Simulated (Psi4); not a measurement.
# Run report: NF₃ (charge +1), single-point calculation

NF₃, charge +1, multiplicity 2, computed with HF/cc-pVTZ, UHF (Psi4 1.11).

The geometry is that of the parent species in another charge or spin state. The geometry comes from this level: PBE0-D4/def2-TZVP.

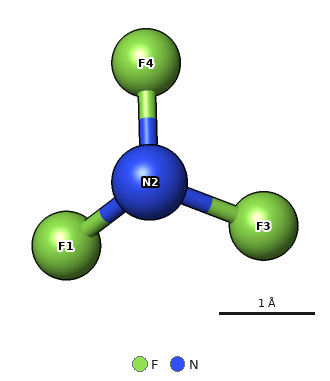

Fig. 1: The structure as given in the input (ball-and-stick view, seen at an oblique angle; atoms are numbered from 1 in the order of the input).

**Summary**

| quantity | value |
| --- | --- |
| outcome | converged |
| total energy | −352.199080 hartree |
| basis functions | 120 |
| ⟨S²⟩ | 0.782 |
| hardware | 1 thread of Intel Xeon (Granite Rapids), 64 GiB of memory available, shared host |
| wall time | 7.2 s |
| peak memory | 0.62 GiB |

**Input file (job.json)**
```
{
 "schema_name": "qcschema_input",
 "schema_version": 1,
 "molecule": {
  "schema_name": "qcschema_molecule",
  "schema_version": 2,
  "symbols": ["F", "N", "F", "F"],
  "geometry": [1.16031074, 0.00064251, 2.01620549, 0.66786701, -0.14012319, -0.50313958, -1.20239494, -1.90199045, -0.59004809, -0.62578281, 2.04149003, -0.92301783],
  "molecular_charge": 1,
  "molecular_multiplicity": 2,
  "fix_symmetry": "c1",
  "fix_com": true,
  "fix_orientation": true
 },
 "driver": "energy",
 "model": {
  "method": "hf",
  "basis": "cc-pVTZ"
 },
 "keywords": {
  "reference": "uhf",
  "puream": true,
  "e_convergence": 1e-09,
  "d_convergence": 1e-08,
  "scf_type": "pk",
  "maxiter": 100
 }
}
```

Command:
```bash
psi4 --qcschema job.json -n 1 --memory 2200MB
```

**Log**
```
Psi4 1.11 release

   => Loading Basis Set <=

    Name: CC-PVTZ
    Role: ORBITAL
    Keyword: BASIS

         ---------------------------------------------------------
                                   SCF
                              UHF Reference
                        1 Threads,   2098 MiB Core
         ---------------------------------------------------------

  ==> Geometry <==

    Molecular point group: c1
    Full point group: C1

    Geometry (in Bohr), charge = 1, multiplicity = 2:

       Center              X                  Y                   Z               Mass
    ------------   -----------------  -----------------  -----------------  -----------------
         F            1.160310740000     0.000642510000     2.016205490000    18.998403162730
         N            0.667867010000    -0.140123190000    -0.503139580000    14.003074004430
         F           -1.202394940000    -1.901990450000    -0.590048090000    18.998403162730
         F           -0.625782810000     2.041490030000    -0.923017830000    18.998403162730

  Running in c1 symmetry.

  Rotational constants: A =      0.36145  B =      0.36144  C =      0.19811 [cm^-1]
  Rotational constants: A =  10836.09267  B =  10835.55017  C =   5939.18195 [MHz]
  Nuclear repulsion =  134.276059561418833

  Charge       = 1
  Multiplicity = 2
  Electrons    = 33
  Nalpha       = 17
  Nbeta        = 16

  ==> Algorithm <==

  SCF Algorithm Type is PK.
  DIIS enabled.
  MOM disabled.
  Fractional occupation disabled.
  Guess Type is SAD.
  Energy threshold   = 1.00e-09
  Density threshold  = 1.00e-08
  Integral threshold = 1.00e-12

  ==> Primary Basis <==

  Basis Set: CC-PVTZ
    Blend: CC-PVTZ
    Number of shells: 40
    Number of basis functions: 120
    Number of Cartesian functions: 140
    Spherical Harmonics?: true
    Max angular momentum: 3

  ==> Integral Setup <==

  Using in-core PK algorithm.
   Calculation information:
      Number of atoms:                   4
      Number of AO shells:              40
      Number of primitives:            104
      Number of atomic orbitals:       140
      Number of basis functions:       120

      Integral cutoff                 1.00e-12
      Number of threads:                 1

  Performing in-core PK
  Using 52714860 doubles for integral storage.
  We computed 332342 shell quartets total.
  Whereas there are 336610 unique shell quartets.

  ==> DiskJK: Disk-Based J/K Matrices <==

    J tasked:                  Yes
    K tasked:                  Yes
    wK tasked:                  No
    Memory [MiB]:             1573
    Schwarz Cutoff:          1E-12

  Minimum eigenvalue in the overlap matrix is 3.7808574812E-03.
  Reciprocal condition number of the overlap matrix is 8.6275464336E-04.
    Using symmetric orthogonalization.

  ==> Pre-Iterations <==

  SCF Guess: Superposition of Atomic Densities via on-the-fly atomic UHF (no occupation information).

   -------------------------
    Irrep   Nso     Nmo
   -------------------------
     A        120     120
   -------------------------
    Total     120     120
   -------------------------

  ==> Iterations <==

                        Total Energy        Delta E     RMS |[F,P]|

   @UHF iter SAD:  -351.98722105790068   -3.51987e+02   0.00000e+00
   @UHF iter   1:  -351.84465241684029    1.42569e-01   7.39726e-03 ADIIS/DIIS
   @UHF iter   2:  -351.97592350446837   -1.31271e-01   7.05707e-03 ADIIS/DIIS
   @UHF iter   3:  -352.18908053456886   -2.13157e-01   9.20902e-04 ADIIS/DIIS
   @UHF iter   4:  -352.19614135107179   -7.06082e-03   3.69126e-04 ADIIS/DIIS
   @UHF iter   5:  -352.19852057839466   -2.37923e-03   1.34965e-04 ADIIS/DIIS
   @UHF iter   6:  -352.19903490791603   -5.14330e-04   4.11550e-05 DIIS
   @UHF iter   7:  -352.19907618503834   -4.12771e-05   1.30526e-05 DIIS
   @UHF iter   8:  -352.19907979201832   -3.60698e-06   4.76947e-06 DIIS
   @UHF iter   9:  -352.19908026105003   -4.69032e-07   1.81744e-06 DIIS
   @UHF iter  10:  -352.19908036170045   -1.00650e-07   8.22772e-07 DIIS
   @UHF iter  11:  -352.19908038523187   -2.35314e-08   3.85581e-07 DIIS
   @UHF iter  12:  -352.19908039074545   -5.51358e-09   1.44108e-07 DIIS
   @UHF iter  13:  -352.19908039119781   -4.52360e-10   7.03413e-08 DIIS
   @UHF iter  14:  -352.19908039128308   -8.52651e-11   2.30736e-08 DIIS
   @UHF iter  15:  -352.19908039129371   -1.06297e-11   1.10470e-08 DIIS
   @UHF iter  16:  -352.19908039129535   -1.64846e-12   7.43567e-09 DIIS
  Energy and wave function converged.

  ==> Post-Iterations <==

   @Spin Contamination Metric:   3.230313933E-02
   @S^2 Expected:                7.500000000E-01
   @S^2 Observed:                7.823031393E-01
   @S   Expected:                5.000000000E-01
   @S   Observed:                5.000000000E-01

    Orbital Energies [Eh]
    ---------------------

    Alpha Occupied:

       1A    -26.759062     2A    -26.759061     3A    -26.759026
       4A    -16.354414     5A     -2.161004     6A     -2.010850
       7A     -2.010845     8A     -1.513945     9A     -1.240197
      10A     -1.209670    11A     -1.209668    12A     -1.094322
      13A     -1.094320    14A     -1.024864    15A     -1.019923
      16A     -1.019919    17A     -0.999976

    Alpha Virtual:

      18A     -0.134127    19A     -0.134115    20A     -0.075677
      21A      0.237983    22A      0.266476    23A      0.266477
      24A      0.339662    25A      0.587674    26A      0.587676
      27A      0.596720    28A      0.607632    29A      0.607638
      30A      0.761564    31A      0.806795    32A      0.806797
      33A      0.813037    34A      0.919148    35A      0.919153
      36A      0.924758    37A      1.339957    38A      1.339978
      39A      1.459224    40A      1.459227    41A      1.773798
      42A      1.861635    43A      1.913997    44A      1.914006
      45A      1.952699    46A      1.989766    47A      1.989772
      48A      2.084173    49A      2.084195    50A      2.155951
      51A      2.317289    52A      2.384859    53A      2.384882
      54A      2.559544    55A      2.559549    56A      2.611730
      57A      3.109825    58A      3.461904    59A      3.461931
      60A      3.800711    61A      3.909550    62A      3.909564
      63A      4.043656    64A      4.098613    65A      4.098632
      66A      4.106795    67A      4.483678    68A      4.494283
      69A      4.494284    70A      4.609069    71A      4.609074
      72A      4.890931    73A      4.893937    74A      4.959382
      75A      4.959392    76A      5.073825    77A      5.073855
      78A      5.137062    79A      6.056405    80A      6.056442
      81A      6.646578    82A      6.950425    83A      6.968487
      84A      6.968489    85A      6.993455    86A      6.993458
      87A      6.994715    88A      6.996086    89A      6.996419
      90A      6.996422    91A      7.049268    92A      7.049271
      93A      7.156252    94A      7.266942    95A      7.287744
      96A      7.287760    97A      7.475414    98A      7.475426
      99A      7.505332   100A      7.794705   101A      7.794738
     102A      8.241846   103A      8.464126   104A      8.464132
     105A      8.468498   106A      8.476413   107A      8.476419
     108A      8.509641   109A      8.829068   110A      8.835329
     111A      8.835349   112A      8.994087   113A      9.037241
     114A      9.037257   115A      9.405687   116A      9.405711
     117A     10.267098   118A     11.118184   119A     11.118288
     120A     12.107282

    Beta Occupied:

       1A    -26.750849     2A    -26.750847     3A    -26.750798
       4A    -16.324150     5A     -2.131592     6A     -1.985293
       7A     -1.985285     8A     -1.424249     9A     -1.185788
      10A     -1.185786    11A     -1.130966    12A     -1.034306
      13A     -1.034299    14A     -1.017627    15A     -1.015764
      16A     -1.015762

    Beta Virtual:

      17A     -0.402954    18A     -0.079823    19A     -0.079814
      20A     -0.041833    21A      0.267563    22A      0.267566
      23A      0.306286    24A      0.355950    25A      0.602001
      26A      0.602003    27A      0.607484    28A      0.608729
      29A      0.608735    30A      0.774793    31A      0.814127
      32A      0.818039    33A      0.818040    34A      0.936418
      35A      0.936420    36A      0.981019    37A      1.349461
      38A      1.349482    39A      1.470033    40A      1.470035
      41A      1.792353    42A      1.873259    43A      1.916969
      44A      1.916979    45A      1.963368    46A      2.005420
      47A      2.005428    48A      2.099728    49A      2.099747
      50A      2.154226    51A      2.364117    52A      2.401984
      53A      2.402007    54A      2.578412    55A      2.578418
      56A      2.626674    57A      3.174997    58A      3.471523
      59A      3.471550    60A      3.831015    61A      3.930387
      62A      3.930401    63A      4.066845    64A      4.109841
      65A      4.111869    66A      4.111888    67A      4.529438
      68A      4.529439    69A      4.554959    70A      4.634803
      71A      4.634807    72A      4.894523    73A      4.917900
      74A      4.991724    75A      4.991732    76A      5.086751
      77A      5.086780    78A      5.153593    79A      6.066931
      80A      6.066967    81A      6.657373    82A      6.955537
      83A      6.975394    84A      6.975398    85A      6.999689
      86A      6.999808    87A      6.999811    88A      7.001796
      89A      7.001799    90A      7.002984    91A      7.059203
      92A      7.059206    93A      7.160570    94A      7.278739
      95A      7.296423    96A      7.296440    97A      7.486793
      98A      7.486806    99A      7.515206   100A      7.803836
     101A      7.803867   102A      8.260268   103A      8.478199
     104A      8.478205   105A      8.486889   106A      8.486895
     107A      8.486961   108A      8.526314   109A      8.833869
     110A      8.853318   111A      8.853335   112A      9.004398
     113A      9.048084   114A      9.048098   115A      9.417607
     116A      9.417628   117A     10.279656   118A     11.126727
     119A     11.126831   120A     12.117364

    Final Occupation by Irrep:
              A
    DOCC [    16 ]
    SOCC [     1 ]
    NA   [    17 ]
    NB   [    16 ]

  @UHF Final Energy:  -352.19908039129535

   => Energetics <=

    Nuclear Repulsion Energy =            134.2760595614188333
    One-Electron Energy =                -745.9858546733054254
    Two-Electron Energy =                 259.5107147205912383
    Total Energy =                       -352.1990803912953538

  UHF NO Occupations:
  HONO-2 :   15  A 1.9951492
  HONO-1 :   16  A 1.9941520
  HONO-0 :   17  A 1.0000000
  LUNO+0 :   18  A 0.0058480
  LUNO+1 :   19  A 0.0048508
  LUNO+2 :   20  A 0.0048495
  LUNO+3 :   21  A 0.0003666

Computation Completed

Properties will be evaluated at   0.000000,   0.000000,   0.000000 [a0]

Properties computed using the SCF density matrix

 Multipole Moments:

 ------------------------------------------------------------------------------------
     Multipole            Electronic (a.u.)      Nuclear  (a.u.)        Total (a.u.)
 ------------------------------------------------------------------------------------

 L = 1.  Multiply by 2.5417464519 to convert [e a0] to [Debye]
 Dipole X            :          1.7727345           -1.3357340            0.4370004
 Dipole Y            :         -0.3720953            0.2804165           -0.0916789
 Dipole Z            :         -1.3354875            1.0062791           -0.3292084
 Magnitude           :                                                    0.5547545

 ------------------------------------------------------------------------------------

	total time  =          6 seconds =       0.10 minutes

    Psi4 run time: 0:00:06.13
```

**File result.json**
```
{
 "driver": "energy",
 "model": {
  "method": "hf",
  "basis": "cc-pVTZ"
 },
 "success": true,
 "return_result": -352.19908039129535,
 "properties": {
  "calcinfo_nbasis": 120,
  "calcinfo_nmo": 120,
  "calcinfo_nalpha": 17,
  "calcinfo_nbeta": 16,
  "calcinfo_natom": 4,
  "nuclear_repulsion_energy": 134.27605956141883,
  "return_energy": -352.19908039129535,
  "scf_one_electron_energy": -745.9858546733054,
  "scf_two_electron_energy": 259.51071472059124,
  "scf_dipole_moment": [0.4370004348898944, -0.09167886973002254, -0.3292084348258135],
  "scf_total_energy": -352.19908039129535,
  "scf_iterations": 16
 }
}
```
